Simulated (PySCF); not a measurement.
# SiO2 (silicon dioxide molecule): CCSDT/STO-6G

Aim: the energy change on altering one bond length of SiO2 (silicon dioxide molecule) at CCSDT/STO-6G, from 2 runs. 

Program for the calculation: PySCF 2.14.0.

8 further runs of the same task are left out: 1 that didn't finish, 7 set aside as unsound or not needed.

### Step 1. The system as given

SiO2: 3 atoms, total charge 0, spin state singlet. SMILES: `O=[Si]=O`. The shape is that of a GFN2-xTB optimisation.

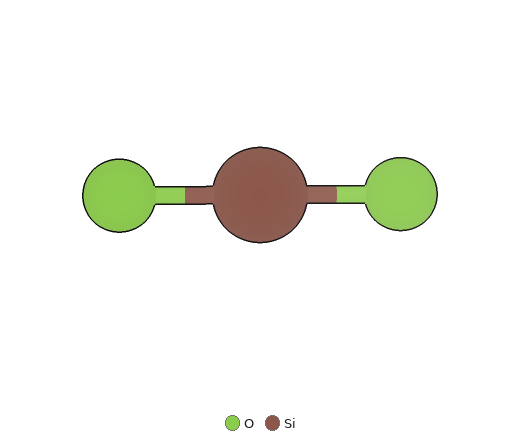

Viewed from a chosen angle; oxygen green, silicon brown.

### Step 2. A single-point energy at CCSDT/STO-6G

run.py reads:

```python
from pyscf import gto, scf, cc

mol = gto.M(
    atom='''
O        0.691230       1.217290       0.513740
Si      -0.000730       0.000440      -0.000160
O       -0.690510      -1.217740      -0.513580
''',
    verbose=3,
    basis='sto-6g',
    max_memory=1860,
    charge=0,
)

mf = scf.RHF(mol)
mf.conv_tol = 1e-10
mf.kernel()
if not mf.converged:
    mf = mf.newton().run(mf.mo_coeff, mf.mo_occ)

mycc = cc.CCSDT(mf, frozen=7)
mycc.kernel()
energy = mycc.e_tot
print('Final energy', energy)
```

The run is started by

```bash
$ OMP_NUM_THREADS=1 python run.py
```

Output:

```text
converged SCF energy = -436.840828530536
_make_eris_incore_RCCSDT

WARN: A large `blksize` is being used, which may cause large memory consumption
      for storing contraction intermediates. If memory is sufficient, consider using
      `pyscf.cc.rccsdt_highm.RCCSDT` instead.

RCCSDT converged
E(RCCSDT) = -437.0634322178553   E_corr = -0.2226036873191629
E_corr(same-spin) = -0.0567328638028252
E_corr(oppo-spin) = -0.165870823516338
Final energy -437.0634322178553
```

It took 1.4 s on 1 thread of Arm Neoverse V1, shared host; peak memory 0.1 GiB.

### Step 3. The distorted shape at the same level

geometry.xyz reads:

```xyz
3
O2Si
O      1.521581     2.677508     1.130419
Si    -0.000730     0.000440    -0.000160
O     -0.690510    -1.217740    -0.513580
```

input.py reads:

```python
from pyscf import gto, scf, cc

mol = gto.M(
    atom='geometry.xyz',
    spin=0,
    basis='sto-6g',
    max_memory=1860,
    verbose=3,
)

calc0 = scf.RHF(mol)
calc0.conv_tol = 1e-10
calc0.kernel()
if not calc0.converged:
    calc0 = calc0.newton().run(calc0.mo_coeff, calc0.mo_occ)

mycc = cc.CCSDT(calc0, frozen=7)
mycc.kernel()
energy = mycc.e_tot
print('Final energy', energy)
```

The run is started by

```bash
$ OMP_NUM_THREADS=1 python input.py
```

Output:

```text
converged SCF energy = -436.770260916929
_make_eris_incore_RCCSDT

WARN: A large `blksize` is being used, which may cause large memory consumption
      for storing contraction intermediates. If memory is sufficient, consider using
      `pyscf.cc.rccsdt_highm.RCCSDT` instead.

RCCSDT converged
E(RCCSDT) = -436.9619776141341   E_corr = -0.191716697204639
E_corr(same-spin) = -0.0314870538264729
E_corr(oppo-spin) = -0.160229643378166
Final energy -436.9619776141341
```

It took 2 s on 1 thread of Arm Neoverse V1, shared host; peak memory 0.1 GiB.

### Step 4. Results

At CCSDT/STO-6G, 7 core orbitals frozen:

| quantity | value |
| --- | --- |
| first shape: total energy | -437.06343 Eh |
| first shape: dipole moment (Hartree–Fock density) | 0.01 D |
| first shape: HOMO energy (Hartree–Fock orbitals) | -7.95 eV |
| first shape: LUMO energy (Hartree–Fock orbitals) | 7.99 eV |
| first shape: HOMO–LUMO gap (Hartree–Fock orbitals) | 15.94 eV |
| first shape: correlation energy (7 core orbitals frozen) | -222.6 mEh |
| first shape: T1 diagnostic | 0.037 |
| distorted shape: total energy | -436.96198 Eh |
| distorted shape: dipole moment (Hartree–Fock density) | 1.85 D |
| distorted shape: HOMO energy (Hartree–Fock orbitals) | -8.00 eV |
| distorted shape: LUMO energy (Hartree–Fock orbitals) | 6.10 eV |
| distorted shape: HOMO–LUMO gap (Hartree–Fock orbitals) | 14.10 eV |
| distorted shape: correlation energy (7 core orbitals frozen) | -191.7 mEh |
| distorted shape: T1 diagnostic | 0.024 |
| energy change with the O1–Si2 bond stretched from 1.491 to 3.281 Å | 2.761 eV |

**Reading.** With the O1–Si2 bond stretched from 1.491 to 3.281 Å the energy rises by 2.76 eV (64 kcal/mol). The first shape isn't relaxed at this level, so the change isn't measured from a minimum. The minimal basis adds a large error of its own. The T1 diagnostic (first shape) of 0.037 is above the customary mark for such species, so a single reference may not serve. Mulliken charges (first shape) of the mean-field density run from -0.50 on O1 to +1.01 on Si2. The T1 diagnostic (distorted shape) of 0.024 is above the customary mark for such species, so a single reference may not serve. Mulliken charges (distorted shape) of the mean-field density run from -0.52 on O3 to +0.52 on Si2; they depend strongly on the basis.
